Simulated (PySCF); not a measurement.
# CHClF2: NMR shifts at several levels of theory, part 2 of 2

PySCF 2.14.0. Atoms count from 0. The steps go on from the part before.

## 11. Nuclear shieldings: PBE0/6-31G*

The job: settings as JSON, then the geometry in Å.

```
{"job": {"kind": "nmr", "xc": "PBE0", "basis": "6-31G*", "pop": true}, "charge": 0, "multiplicity": 1}
F     -0.622321     0.819382    -0.850351
C     -0.068826    -0.087071    -0.052601
F      0.690678    -0.891140    -0.788553
Cl     0.925413     0.718168     1.169864
H     -0.850101    -0.669820     0.459524
```

Method: GIAO PBE0/6-31G* NMR shielding, non-relativistic, gas phase.

Standard output:

```text
coarse grid: 5504 points
cycle   1  E = -698.0759162438  dE =  5.680e-01  |g| = 7.462e-01  |ddm| = 2.136e+00
cycle   2  E = -697.9581526366  dE =  1.178e-01  |g| = 1.132e+00  |ddm| = 1.156e+00
cycle   3  E = -698.1805273294  dE = -2.224e-01  |g| = 2.552e-02  |ddm| = 6.830e-01
cycle   4  E = -698.1806614194  dE = -1.341e-04  |g| = 1.303e-02  |ddm| = 4.940e-02
cycle   5  E = -698.1807070823  dE = -4.566e-05  |g| = 3.372e-03  |ddm| = 2.056e-02
cycle   6  E = -698.1807097172  dE = -2.635e-06  |g| = 8.411e-04  |ddm| = 4.218e-03
final grid: 51536 points
cycle   7  E = -698.1733413582  dE = -1.024e-05  |g| = 5.482e-03  |ddm| = 1.054e-02
cycle   8  E = -698.1733369038  dE =  4.454e-06  |g| = 7.707e-03  |ddm| = 7.938e-03
cycle   9  E = -698.1733468384  dE = -9.935e-06  |g| = 2.790e-04  |ddm| = 4.302e-03
cycle  10  E = -698.1733468595  dE = -2.110e-08  |g| = 7.056e-05  |ddm| = 5.111e-04
cycle  11  E = -698.1733468606  dE = -1.166e-09  |g| = 3.244e-05  |ddm| = 1.245e-04
cycle  12  E = -698.1733468609  dE = -2.435e-10  |g| = 4.990e-06  |ddm| = 3.495e-05
converged SCF energy = -698.1733468609

GIAO shielding tensors (ppm)
atom      isotropic    diamagn.    paramagn.     s11        s22        s33       span
  0 F      274.368     470.792    -196.424    196.878    303.131    323.096    126.218
  1 C       74.791     240.854    -166.062     48.037     84.673     91.664     43.627
  2 F      274.197     470.698    -196.501    196.498    303.151    322.942    126.444
  3 Cl     670.882    1145.140    -474.258    403.461    555.883   1053.301    649.840
  4 H       25.075      26.709      -1.634     21.858     23.441     29.925      8.067
```

It took 2.4 s on 1 thread of Arm Neoverse V2, shared host; peak memory 0.39 GiB.

This run: δ C1 119.3, F0 -75.4, Cl3 259, H4 6.89 ppm (means over like atoms).

## 12. Shielding tensors: PBE0/6-311+G(2d,p)

The job: settings as JSON, then the geometry in Å.

```
{"job": {"kind": "nmr", "xc": "PBE0", "basis": "6-311+G(2d,p)", "pop": true}, "charge": 0, "multiplicity": 1}
F     -0.622321     0.819382    -0.850351
C     -0.068826    -0.087071    -0.052601
F      0.690678    -0.891140    -0.788553
Cl     0.925413     0.718168     1.169864
H     -0.850101    -0.669820     0.459524
```

Method: GIAO PBE0/6-311+G(2d,p) NMR shielding, non-relativistic, gas phase.

Standard output:

```text
coarse grid: 5504 points
cycle   1  E = -698.1848295231  dE =  5.490e-01  |g| = 7.218e-01  |ddm| = 1.803e+00
cycle   2  E = -698.0693343049  dE =  1.155e-01  |g| = 1.127e+00  |ddm| = 9.082e-01
cycle   3  E = -698.2764180318  dE = -2.071e-01  |g| = 3.143e-02  |ddm| = 5.370e-01
cycle   4  E = -698.2765387839  dE = -1.208e-04  |g| = 1.952e-02  |ddm| = 3.980e-02
cycle   5  E = -698.2766055447  dE = -6.676e-05  |g| = 4.978e-03  |ddm| = 1.710e-02
cycle   6  E = -698.2766106069  dE = -5.062e-06  |g| = 1.364e-03  |ddm| = 4.788e-03
final grid: 51536 points
cycle   7  E = -698.2956479609  dE = -2.676e-05  |g| = 3.581e-03  |ddm| = 1.601e-02
cycle   8  E = -698.2956471907  dE =  7.703e-07  |g| = 4.452e-03  |ddm| = 4.986e-03
cycle   9  E = -698.2956503279  dE = -3.137e-06  |g| = 6.217e-04  |ddm| = 2.360e-03
cycle  10  E = -698.2956503854  dE = -5.750e-08  |g| = 9.628e-05  |ddm| = 4.691e-04
cycle  11  E = -698.2956503868  dE = -1.373e-09  |g| = 3.498e-05  |ddm| = 9.331e-05
cycle  12  E = -698.2956503870  dE = -1.990e-10  |g| = 1.278e-05  |ddm| = 2.817e-05
converged SCF energy = -698.2956503870

GIAO shielding tensors (ppm)
atom      isotropic    diamagn.    paramagn.     s11        s22        s33       span
  0 F      256.438     465.700    -209.262    167.255    291.947    310.113    142.858
  1 C       63.389     244.886    -181.497     36.340     73.631     80.195     43.856
  2 F      256.240     465.536    -209.297    166.850    291.913    309.957    143.107
  3 Cl     634.348    1144.986    -510.639    356.161    506.919   1039.963    683.802
  4 H       24.363      28.525      -4.162     21.267     22.931     28.892      7.625
```

It took 4.3 s on 1 thread of Arm Neoverse V2, shared host; peak memory 0.46 GiB.

In short: δ C1 123.1, F0 -81.6, Cl3 314, H4 7.15 ppm (means over like atoms).

## 13. Nuclear shieldings: PBE0/def2-SVP

The job: settings as JSON, then the geometry in Å.

```
{"job": {"kind": "nmr", "xc": "PBE0", "basis": "def2-SVP", "pop": true}, "charge": 0, "multiplicity": 1}
F     -0.622321     0.819382    -0.850351
C     -0.068826    -0.087071    -0.052601
F      0.690678    -0.891140    -0.788553
Cl     0.925413     0.718168     1.169864
H     -0.850101    -0.669820     0.459524
```

With the program's defaults for keys left out, this is: GIAO PBE0/def2-SVP NMR shielding, non-relativistic, gas phase.

Standard output:

```text
coarse grid: 5504 points
cycle   1  E = -697.6929396498  dE =  5.310e-01  |g| = 7.475e-01  |ddm| = 2.205e+00
cycle   2  E = -697.5746770141  dE =  1.183e-01  |g| = 1.123e+00  |ddm| = 1.242e+00
cycle   3  E = -697.7983974375  dE = -2.237e-01  |g| = 2.466e-02  |ddm| = 7.522e-01
cycle   4  E = -697.7985007534  dE = -1.033e-04  |g| = 1.115e-02  |ddm| = 3.379e-02
cycle   5  E = -697.7985253282  dE = -2.457e-05  |g| = 3.495e-03  |ddm| = 1.511e-02
cycle   6  E = -697.7985280979  dE = -2.770e-06  |g| = 7.608e-04  |ddm| = 4.094e-03
final grid: 51536 points
cycle   7  E = -697.8736663962  dE = -1.240e-05  |g| = 4.334e-03  |ddm| = 9.967e-03
cycle   8  E = -697.8736640576  dE =  2.339e-06  |g| = 5.864e-03  |ddm| = 7.000e-03
cycle   9  E = -697.8736698949  dE = -5.837e-06  |g| = 3.360e-04  |ddm| = 3.714e-03
cycle  10  E = -697.8736699205  dE = -2.555e-08  |g| = 5.176e-05  |ddm| = 4.850e-04
cycle  11  E = -697.8736699210  dE = -4.820e-10  |g| = 2.880e-05  |ddm| = 8.751e-05
converged SCF energy = -697.8736699210

GIAO shielding tensors (ppm)
atom      isotropic    diamagn.    paramagn.     s11        s22        s33       span
  0 F      282.718     468.950    -186.232    208.414    308.478    331.264    122.850
  1 C       72.352     238.854    -166.502     43.127     84.179     89.750     46.623
  2 F      282.555     468.829    -186.273    208.059    308.503    331.104    123.045
  3 Cl     709.054    1145.210    -436.156    465.862    609.830   1051.470    585.609
  4 H       24.803      27.711      -2.908     21.459     23.267     29.683      8.224
```

Run time: 2.2 s. Hardware: 1 thread of Arm Neoverse V2, shared host; peak memory 0.46 GiB.

In short: δ C1 121.4, F0 -68.0, Cl3 259, H4 6.54 ppm (means over like atoms).

## 14. Nuclear shieldings: PBE0/def2-TZVP

The job: settings as JSON, then the geometry in Å.

```
{"job": {"kind": "nmr", "xc": "PBE0", "basis": "def2-TZVP", "pop": true}, "charge": 0, "multiplicity": 1}
F     -0.622321     0.819382    -0.850351
C     -0.068826    -0.087071    -0.052601
F      0.690678    -0.891140    -0.788553
Cl     0.925413     0.718168     1.169864
H     -0.850101    -0.669820     0.459524
```

Level: GIAO PBE0/def2-TZVP NMR shielding, non-relativistic, gas phase.

Standard output:

```text
coarse grid: 5504 points
cycle   1  E = -698.2266157863  dE =  5.595e-01  |g| = 7.257e-01  |ddm| = 1.710e+00
cycle   2  E = -698.1101779374  dE =  1.164e-01  |g| = 1.138e+00  |ddm| = 8.195e-01
cycle   3  E = -698.3181818790  dE = -2.080e-01  |g| = 3.182e-02  |ddm| = 4.812e-01
cycle   4  E = -698.3183312249  dE = -1.493e-04  |g| = 1.754e-02  |ddm| = 3.478e-02
cycle   5  E = -698.3183872378  dE = -5.601e-05  |g| = 3.958e-03  |ddm| = 1.455e-02
cycle   6  E = -698.3183896447  dE = -2.407e-06  |g| = 1.553e-03  |ddm| = 3.431e-03
final grid: 51536 points
cycle   7  E = -698.3236314808  dE = -4.016e-05  |g| = 4.319e-03  |ddm| = 2.115e-02
cycle   8  E = -698.3236307580  dE =  7.227e-07  |g| = 4.820e-03  |ddm| = 4.908e-03
cycle   9  E = -698.3236342009  dE = -3.443e-06  |g| = 8.804e-04  |ddm| = 2.521e-03
cycle  10  E = -698.3236343035  dE = -1.025e-07  |g| = 1.050e-04  |ddm| = 4.732e-04
cycle  11  E = -698.3236343051  dE = -1.606e-09  |g| = 4.905e-05  |ddm| = 1.048e-04
cycle  12  E = -698.3236343056  dE = -4.832e-10  |g| = 1.106e-05  |ddm| = 3.498e-05
converged SCF energy = -698.3236343056

GIAO shielding tensors (ppm)
atom      isotropic    diamagn.    paramagn.     s11        s22        s33       span
  0 F      257.286     467.429    -210.143    168.942    293.318    309.598    140.656
  1 C       60.874     238.317    -177.443     33.028     70.898     78.696     45.668
  2 F      257.092     467.288    -210.196    168.539    293.282    309.455    140.916
  3 Cl     618.695    1145.402    -526.707    333.986    484.962   1037.137    703.151
  4 H       24.417      27.634      -3.217     21.309     22.967     28.973      7.664
```

Wall time 5 s (1 thread of Arm Neoverse V2, shared host); peak memory 0.5 GiB.

This run: δ C1 125.8, F0 -78.3, Cl3 314, H4 7.06 ppm (means over like atoms).

## 15. Run by run: NMR shifts

Shifts (ppm), means over like atoms, with basis size and wall time (the measured row can stand on another reference than the computed rows):

| run | C1 | H4 | F0 | Cl3 | functions | time |
| --- | --- | --- | --- | --- | --- | --- |
| WP04/pcSseg-2 | 133.9 | 7.09 | -79.4 | 320 | 165 | 5.1 s |
| B97-2/pcSseg-2 | 127.5 | 7.12 | -79.7 | 304 | 165 | 5 s |
| BHandHLYP/pcSseg-2 | 123.4 | 6.88 | -69.9 | 302 | 165 | 5.1 s |
| CAM-B3LYP/pcSseg-2 | 129.8 | 7.08 | -71.9 | 330 | 165 | 6.9 s |
| wB97X-D/pcSseg-2 | 128.1 | 7.00 | -75.1 | 310 | 165 | 6.6 s |
| LC-wPBE/pcSseg-2 | 129.4 | 6.93 | -65.0 | 314 | 165 | 8.8 s |
| PBE0/STO-3G | 96.7 | 4.73 | -71.0 | 76 | 25 | 0.9 s |
| PBE0/6-31G | 123.8 | 7.05 | -82.9 | 278 | 42 | 1.8 s |
| PBE0/6-31G* | 119.3 | 6.89 | -75.4 | 259 | 62 | 2.4 s |
| PBE0/6-311+G(2d,p) | 123.1 | 7.15 | -81.6 | 314 | 122 | 4.3 s |
| PBE0/def2-SVP | 121.4 | 6.54 | -68.0 | 259 | 65 | 2.2 s |
| PBE0/def2-TZVP | 125.8 | 7.06 | -78.3 | 314 | 136 | 5 s |
| measured | – | – | -71.8 | – | – | – |

Measured: G. Saielli, R. Bini, A. Bagno, Computational 19F NMR. 2. Organic compounds, RSC Adv. 2014, ESI (exp. from Berger-Braun-Kalinowski 1994 and Everett 1995).

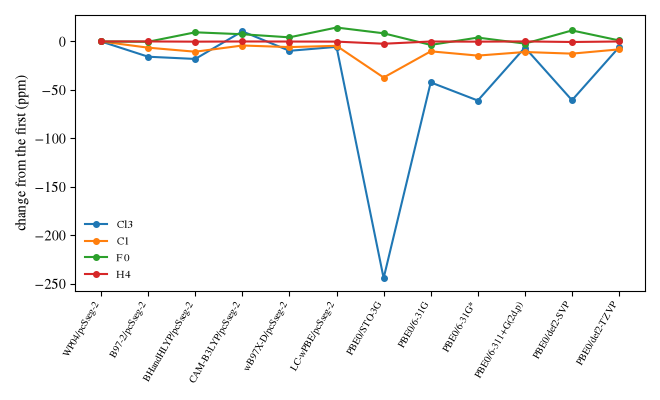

How the tabulated atoms move from run to run.

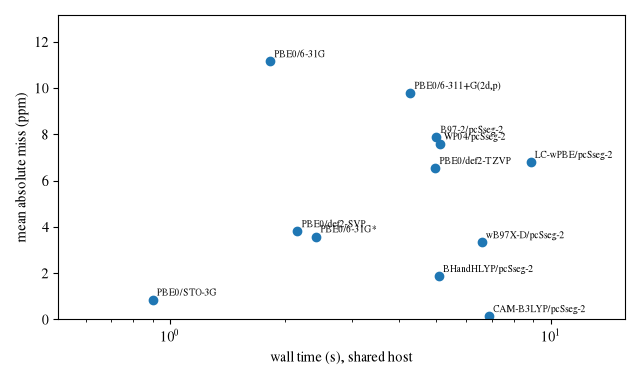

Cost against miss for the one measured 19F shift.

## 16. Outcome

What follows sums up all 2 parts.

| quantity | value |
| --- | --- |
| point group | Cs |
| rotational constants (main isotopes) | 10.35, 4.84, 3.51 GHz |
| 13C shifts against TMS (WP04/pcSseg-2) | 133.9 ppm |
| 1H shifts against TMS (WP04/pcSseg-2) | 7.09 ppm |
| 19F shifts against CFCl3 (WP04/pcSseg-2, means over atoms taken as alike) | -79.4 ppm |
| 35Cl shifts against HCl (WP04/pcSseg-2) | 320 ppm |
| measured, and computed on the same scale | F0 δ -71.8, -79.4 ppm |
| range of the shift of Cl3 | 76 to 330 ppm |
| property runs in this session | 12, of which 0 failed and 1 gave unsound results |

**Reading.** Single values in the summary come from the first run of each kind that ended normally (WP04/pcSseg-2), which need not be the best level. The start was shaken at random, so part of the energy gained undoes that. The optimisation took 6 steps and gained 0.277 eV; among the close pairs (by a distance rule), C1–Cl3 changed most, from 1.875 to 1.770 Å. No frequency check was run at this level, so the end point may be a saddle. At WP04/pcSseg-2: The largest span, 775 ppm, is at Cl3, where the paramagnetic term is -570 ppm. The one measured 19F shift is missed by -7.6 ppm (computed less measured, unscaled). Vibration, temperature and solvent are missing from the calculation, so part of the miss against the measured shifts is not the functional's. In ppm, Cl3 moves most: its shift spreads over 255 ppm, from 76 (PBE0/STO-3G) to 330 (CAM-B3LYP/pcSseg-2). A minimal basis is unusable for shieldings, so that end is no result. For the one measured 19F shift, CAM-B3LYP/pcSseg-2 misses least (0.13 ppm, 6.9 s) and PBE0/6-31G most (11.15 ppm, 1.8 s); the quickest, PBE0/STO-3G, misses by 0.85 ppm in 0.9 s. One molecule ranks no method: errors cancel, and vibration and temperature are missing from all runs.
